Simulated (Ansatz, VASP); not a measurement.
# TiAl3 in two plane-wave programs, part 2 of 2

Aim: how closely do two programs agree when they are given the same cell, functional and k mesh? The cell is taken from a series of VASP runs on this material, whose earlier steps may have relaxed, scaled or displaced it; both programs get it as it stands. Valence electrons are named where the data sets of a main pair hold unlike numbers.

VASP 6.6.1 and Ansatz 0.2.0.

So far: Set-up; Ansatz: band structure, r2SCAN with rVV10.

**3. VASP: band structure, r2SCAN with rVV10**

Level of this step: r2SCAN with rVV10; plane waves and PAW (Ti_sv, Al) (VASP).

The same cell, functional, mesh and smearing now go to VASP, with its own data sets.

Lines of VASP's logs that name or quote its potential files are left out, and so is its time.

INCAR reads:

```
SYSTEM = TiAl3
PREC = Accurate
ENCUT = 400
EDIFF = 1E-06
NELM = 100
ISMEAR = 1
SIGMA = 0.2
LREAL = .FALSE.
ALGO = Normal
METAGGA = R2SCAN
LUSE_VDW = .TRUE.
IVDW_NL = 2
BPARAM = 11.95
CPARAM = 0.0093
LASPH = .TRUE.
NBANDS = 24
LORBIT = 11
LWAVE = .FALSE.
LCHARG = .FALSE.
KPAR = 4
```

POSCAR reads:

```
TiAl3
1.0
    0.0000000000     -3.8132887164      0.0000000000
   -3.8132887164      0.0000000000      0.0000000000
    1.9066443582     -1.9066443582     -4.2788394424
Ti Al
1 3
Direct
    0.0000000000      0.0000000000      0.0000000000
    0.5000000000      0.5000000000      0.0000000000
    0.7500000000      0.7500000000      0.5000000000
    0.2500000000      0.2500000000      0.5000000000
```

KPOINTS reads:

```
Automatic mesh
0
Gamma
7 7 7
0 0 0
```

KPOINTS_OPT reads:

```
Line mode
16
Line-mode
Reciprocal
  0.00000000   0.00000000   0.00000000 GAMMA
  0.50000000  -0.50000000   0.50000000 X

  0.50000000  -0.50000000   0.50000000 X
  0.59927900  -0.40072100   0.50000000 Y

  0.59927900  -0.40072100   0.50000000 Y
  0.59927900   0.00000000   0.29963950 S

  0.59927900   0.00000000   0.29963950 S
  0.00000000   0.00000000   0.00000000 GAMMA

  0.00000000   0.00000000   0.00000000 GAMMA
  0.00000000   0.00000000  -0.50000000 Z

  0.00000000   0.00000000  -0.50000000 Z
  0.40072100   0.00000000  -0.29963950 S1

  0.40072100   0.00000000  -0.29963950 S1
  0.50000000   0.00000000   0.00000000 N

  0.50000000   0.00000000   0.00000000 N
  0.50000000  -0.50000000   0.25000000 P

  0.50000000  -0.50000000   0.25000000 P
  0.40072100  -0.40072100  -0.09927900 Y1

  0.40072100  -0.40072100  -0.09927900 Y1
  0.00000000   0.00000000  -0.50000000 Z

  0.50000000  -0.50000000   0.50000000 X
  0.50000000  -0.50000000   0.25000000 P
```

Potentials, in the order of the species: Ti_sv and Al (PBE family, release 64).

The run is started by

```console
> mpirun -np 4 vasp_std
```

Numbers of over 12 decimals in the logs are rounded to 6 here.

Log:

```text
[banner, memory and clock lines left out]
running    4 mpi-ranks, on    1 nodes
 distrk:  each k-point on    1 cores,    4 groups
 distr:  one band on    1 cores,    1 groups

 POSCAR found type information on POSCAR TiAl
 POSCAR found :  2 types and       4 ions
|                                                                             |
|               ----> ADVICE to this user running VASP <----                  |
|                                                                             |
|     You have switched on vdW-DFT.                                           |
|     This routine was written and supplied by Jiri Klimes. We recommend      |
|     that you carefully read and cite the following publications:            |
|       J. Klimes, D.R. Bowler, A. Michelides                                 |
|          J. Phys.: Cond Matt. 22 022201 (2010)                              |
|       J. Klimes, D.R. Bowler, A. Michelides                                 |
|          Phys. Rev. B. 83, 195131 (2011)                                    |
|     and references therein.                                                 |
|                                                                             |

|                                                                             |
|               ----> ADVICE to this user running VASP <----                  |
|                                                                             |
|     You enforced a specific xc type in the INCAR file but a different       |
|     [... a line on the potential file left out ...]
|     I HOPE YOU KNOW WHAT YOU ARE DOING!                                     |
|                                                                             |

 LDA part: xc-table for (None), standard interpolation
 POSCAR, INCAR and KPOINTS ok, starting setup
 FFT: planning ... GRIDC
 FFT: planning ... GRID_SOFT
 FFT: planning ... GRID
 WAVECAR not read
 entering main loop
       N       E                     dE             d eps       ncg     rms          rms(c)
Total rVV10 correction in eV:      0.4953401    27.5390959
Total rVV10 correction in eV:      0.4953401    27.5390959
Total rVV10 correction in eV:      0.4953401    27.5390959
Total rVV10 correction in eV:      0.4953401    27.5390959
DAV:   1     0.104979854868E+03    0.10498E+03   -0.76767E+03  1920   0.690E+02
DAV:   2    -0.317997855168E+02   -0.13678E+03   -0.13080E+03  2080   0.218E+02
DAV:   3    -0.392927936299E+02   -0.74930E+01   -0.73917E+01  2688   0.501E+01
DAV:   4    -0.395425410921E+02   -0.24975E+00   -0.24944E+00  2288   0.873E+00
DAV:   5    -0.395517926866E+02   -0.92516E-02   -0.92512E-02  2600   0.170E+00    0.131E+01
Total rVV10 correction in eV:      0.4741690    27.5390953
Total rVV10 correction in eV:      0.4741690    27.5390953
Total rVV10 correction in eV:      0.4741690    27.5390953
Total rVV10 correction in eV:      0.4741690    27.5390953
DAV:   6    -0.347670965754E+02    0.47847E+01   -0.10716E+01  2056   0.306E+01    0.583E+00
Total rVV10 correction in eV:      0.4785315    27.5390952
Total rVV10 correction in eV:      0.4785315    27.5390952
Total rVV10 correction in eV:      0.4785315    27.5390952
Total rVV10 correction in eV:      0.4785315    27.5390952
DAV:   7    -0.344691386879E+02    0.29796E+00   -0.31892E+00  2296   0.111E+01    0.340E+00
Total rVV10 correction in eV:      0.4737956    27.5390952
Total rVV10 correction in eV:      0.4737956    27.5390952
Total rVV10 correction in eV:      0.4737956    27.5390952
Total rVV10 correction in eV:      0.4737956    27.5390952
DAV:   8    -0.344481897234E+02    0.20949E-01   -0.46035E-01  2752   0.435E+00    0.120E+00
Total rVV10 correction in eV:      0.4741889    27.5390952
Total rVV10 correction in eV:      0.4741889    27.5390952
Total rVV10 correction in eV:      0.4741889    27.5390952
Total rVV10 correction in eV:      0.4741889    27.5390952
DAV:   9    -0.344280555890E+02    0.20134E-01   -0.72393E-02  2296   0.156E+00    0.336E-01
Total rVV10 correction in eV:      0.4745393    27.5390952
Total rVV10 correction in eV:      0.4745393    27.5390952
Total rVV10 correction in eV:      0.4745393    27.5390952
Total rVV10 correction in eV:      0.4745393    27.5390952
DAV:  10    -0.344281742864E+02   -0.11870E-03   -0.88510E-03  2352   0.661E-01    0.144E-01
Total rVV10 correction in eV:      0.4743784    27.5390952
Total rVV10 correction in eV:      0.4743784    27.5390952
Total rVV10 correction in eV:      0.4743784    27.5390952
Total rVV10 correction in eV:      0.4743784    27.5390952
DAV:  11    -0.344279515450E+02    0.22274E-03   -0.13586E-03  2880   0.244E-01    0.174E-02
Total rVV10 correction in eV:      0.4743417    27.5390952
Total rVV10 correction in eV:      0.4743417    27.5390952
Total rVV10 correction in eV:      0.4743417    27.5390952
Total rVV10 correction in eV:      0.4743417    27.5390952
DAV:  12    -0.344279400536E+02    0.11491E-04   -0.91393E-05  2264   0.652E-02    0.191E-02
Total rVV10 correction in eV:      0.4743317    27.5390952
Total rVV10 correction in eV:      0.4743317    27.5390952
Total rVV10 correction in eV:      0.4743317    27.5390952
Total rVV10 correction in eV:      0.4743317    27.5390952
DAV:  13    -0.344279404235E+02   -0.36989E-06   -0.42854E-06  2312   0.130E-02
Total rVV10 correction in eV:      0.4743722    27.5390952
Total rVV10 correction in eV:      0.4743722    27.5390952
Total rVV10 correction in eV:      0.4743722    27.5390952
Total rVV10 correction in eV:      0.4743722    27.5390952
Total rVV10 correction in eV:      0.4743415    27.5390952
Total rVV10 correction in eV:      0.4743415    27.5390952
Total rVV10 correction in eV:      0.4743415    27.5390952
Total rVV10 correction in eV:      0.4743415    27.5390952
   1 F= -.34427940E+02 E0= -.34428432E+02  d E =0.147504E-02
 Start KPOINTS_OPT (optional k-point list driver)
k-point batch [1-40\176]
       N       E                     dE             ncg
DAV:   1    -0.218698949786E+04   -0.23749E+05     1920
DAV:   2    -0.764631147832E+04   -0.54593E+04     1968
DAV:   3    -0.793898197125E+04   -0.29267E+03     2632
DAV:   4    -0.794753656497E+04   -0.85546E+01     2328
DAV:   5    -0.794780989197E+04   -0.27333E+00     2536
DAV:   6    -0.794782021278E+04   -0.10321E-01     2432
DAV:   7    -0.794782069784E+04   -0.48506E-03     2616
DAV:   8    -0.794782072368E+04   -0.25836E-04     2072
DAV:   9    -0.794782072507E+04   -0.13967E-05     1872
DAV:  10    -0.794782072523E+04   -0.15888E-06     1560
[...]
k-point batch [161-176\176]
       N       E                     dE             ncg
DAV:   1     0.122951974301E+05   -0.11838E+05      776
DAV:   2     0.101496140659E+05   -0.21456E+04      776
DAV:   3     0.100396991307E+05   -0.10991E+03     1064
DAV:   4     0.100363090722E+05   -0.33901E+01      992
DAV:   5     0.100361943184E+05   -0.11475E+00     1000
DAV:   6     0.100361899032E+05   -0.44153E-02     1000
DAV:   7     0.100361896948E+05   -0.20836E-03     1024
DAV:   8     0.100361896844E+05   -0.10436E-04      936
DAV:   9     0.100361896840E+05   -0.33026E-06      776
```

From OUTCAR (step 3):

```text
ion  position               nearest neighbor table
   1  0.000  0.000  0.000-   2 2.70   2 2.70   2 2.70   2 2.70   4 2.87   3 2.87   4 2.87   3 2.87
                             4 2.87   3 2.87   4 2.87   3 2.87
   2  0.500  0.500  0.000-   1 2.70   1 2.70   1 2.70   1 2.70   4 2.87   3 2.87   4 2.87   3 2.87
                             3 2.87   4 2.87   3 2.87   4 2.87
   3  0.750  0.750  0.500-   4 2.70   4 2.70   4 2.70   4 2.70   2 2.87   2 2.87   1 2.87   1 2.87
                             1 2.87   1 2.87   2 2.87   2 2.87
   4  0.250  0.250  0.500-   3 2.70   3 2.70   3 2.70   3 2.70   2 2.87   2 2.87   1 2.87   1 2.87
                             2 2.87   2 2.87   1 2.87   1 2.87

  LATTYP: Found a body centered tetragonal cell.
 ALAT       =     3.8132887164
 C/A-ratio  =     2.2441728181

 Subroutine GETGRP returns: Found 16 space group operations
 (whereof 16 operations were pure point group operations)

The static configuration has the point symmetry D_4h.

 Found     40 irreducible k-points:

   k-points           NKPTS =     40   k-points in BZ     NKDIM =     40   number of bands    NBANDS=     24

   dimension x,y,z NGX =    28 NGY =   28 NGZ =   36
   dimension x,y,z NGXF=    56 NGYF=   56 NGZF=   72

   ENCUT  =  400.0 eV  29.40 Ry    5.42 a.u.   6.22  6.22  8.25*2*pi/ulx,y,z

   NELECT =      21.0000    total number of electrons

 k-points in reciprocal lattice and weights: Automatic mesh
   0.00000000  0.00000000  0.00000000       0.003
   0.14285714  0.00000000  0.00000000       0.023
   0.28571429  0.00000000  0.00000000       0.023
   0.42857143  0.00000000  0.00000000       0.023
   0.14285714  0.14285714  0.00000000       0.012
   0.28571429  0.14285714 -0.00000000       0.047
   0.42857143  0.14285714  0.00000000       0.047
  -0.42857143  0.14285714 -0.00000000       0.047
  -0.28571429  0.14285714  0.00000000       0.047
[...]
0.00000000  0.00000000  0.42857143       0.006
  -0.14285714  0.00000000  0.42857143       0.012

 average (electrostatic) potential at core
       1 -76.6048       2 -74.3237       3 -74.2344       4 -74.2344

 E-fermi :   8.4098

 k-point     1 :       0.0000    0.0000    0.0000
  band No.  band energies     occupation
    ...
      6       5.4143      2.00000
      7       5.4886      2.00000
      8       6.9314      2.00000
      9       7.0929      2.00000
     10       7.0929      2.00000
     11       9.2781     -0.00000
     12      10.1836     -0.00000
     13      10.1836     -0.00000
     14      10.5924     -0.00000
     15      11.3319     -0.00000
    ...

 k-point     2 :       0.1429    0.0000    0.0000
  band No.  band energies     occupation
    ...
      6       4.5848      2.00000
      7       5.9353      2.00000
      8       6.4891      2.00000
      9       6.9014      2.00000
     10       7.2531      2.00000
     11       8.6379     -0.06849
     12       9.7134     -0.00000
     13      10.4698     -0.00000
     14      10.9567     -0.00000
     15      11.8748     -0.00000
    ...

 k-point     3 :       0.2857    0.0000    0.0000
  band No.  band energies     occupation
    ...
      7       4.7808      2.00000
      8       5.9608      2.00000
      9       7.4661      2.00000
     10       7.6486      2.00000
     11       8.2801      1.88113
     12       9.6645     -0.00000
     13      10.6569     -0.00000
     14      11.3174     -0.00000
     15      12.1758     -0.00000
     16      13.2549      0.00000
    ...

  Total        0.0321100      0.0321100      0.0449182      0.0000000      0.0000000      0.0000000
  in kB        0.8268485      0.8268485      1.1566645      0.0000000      0.0000000      0.0000000
  external PRESSURE =       0.9367872 kB  Pullay stress =       0.0000000 kB

  energy-cutoff  :      400.00
  volume of cell :       62.22
      direct lattice vectors                 reciprocal lattice vectors
     0.000000000 -3.813288716  0.000000000     0.000000000 -0.262240831  0.116854116
    -3.813288716  0.000000000  0.000000000    -0.262240831  0.000000000 -0.116854116
     1.906644358 -1.906644358 -4.278839442     0.000000000  0.000000000 -0.233708232

 POSITION                                       TOTAL-FORCE (eV/Angst)
 -----------------------------------------------------------------------------------
      0.00000      0.00000      0.00000        -0.000000      0.000000      0.000000
     -1.90664     -1.90664      0.00000        -0.000000      0.000000      0.000000
     -1.90664     -3.81329     -2.13942        -0.000000      0.000000      0.000000
      0.00000     -1.90664     -2.13942         0.000000     -0.000000      0.000000
 -----------------------------------------------------------------------------------
    total drift:                                0.000000     -0.000000      0.000000

  FREE ENERGIE OF THE ION-ELECTRON SYSTEM (eV)
  ---------------------------------------------------
  free  energy   TOTEN  =       -34.4279404235 eV

  energy  without entropy=      -34.4294154611  energy(sigma->0) =      -34.42843210

 total charge
# of ion       s       p       d       tot
------------------------------------------
    1        2.165   6.128   1.982  10.275
    2        0.444   0.395   0.000   0.839
    3        0.405   0.425   0.000   0.829
    4        0.405   0.425   0.000   0.829
--------------------------------------------------
tot          3.418   7.372   1.982  12.773

[... 3 further parts left out ...]
```

This run has no spin polarisation. Its electron count is odd, so without a moment it is a metal by construction. The k-mesh is coarse for a metal. The cell is typed on its shortest vectors, so the axes of tensors and the coordinates of k-points follow the printed cell and not the standard setting.

**4. Comparison**

Known differences besides the potentials themselves: VASP keeps PBE cores, Ansatz makes them for the functional; the cutoff is 500 eV in Ansatz and 400 eV in VASP; in our runs with r2SCAN, forces from VASP's data set Ti_sv part from Ansatz's all-electron ones, so neither program is the reference here. Total energies have different zeros and are not compared.

Both answers:

```tsv
quantity	Ansatz	VASP	difference
pressure (GPa)	0.16	0.09	+0.07
```

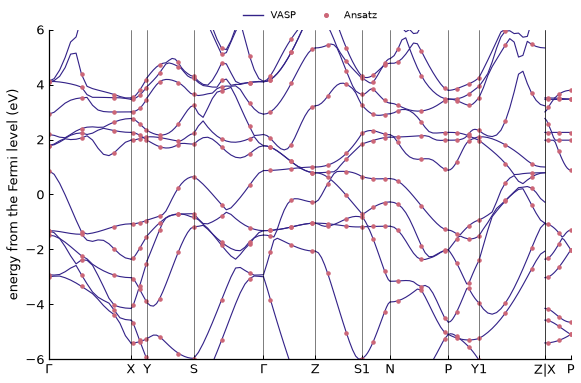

Bands from VASP (lines) and levels from Ansatz (dots). Dots without a line are higher empty bands that the VASP plot leaves out.

Levels from 3 eV below to 2 eV above the Fermi level differ by 3 meV r.m.s. and 7 meV at most; each VASP level is matched to the nearest of Ansatz, which flatters the figure a little. Ansatz's pressure holds a Pulay correction of 0.03 GPa; VASP's holds none.

**5. Summary of results**

* r.m.s. difference of levels near the Fermi level (band structure, r2SCAN with rVV10): 2.8 meV

**Reading.** The r.m.s. difference of levels near the Fermi level is 2.8 meV (band structure, r2SCAN with rVV10), within the 80 meV picked in this series as the mark of a large difference. How closely two codes agree says nothing of how well the functional describes the real material.

[Lines on the potential files, build, host, timing and source positions are cut from VASP's logs without a mark.]

[Logs are printed without paths, hosts, clocks, repeated set-up lines and the standing remarks that a program may print on its own settings, such as how far it seeks lower states.]

[Hosts, paths, dates, database ids (printed as entryN), source tags and the programs' standing remarks are cut or masked in the printed files.]
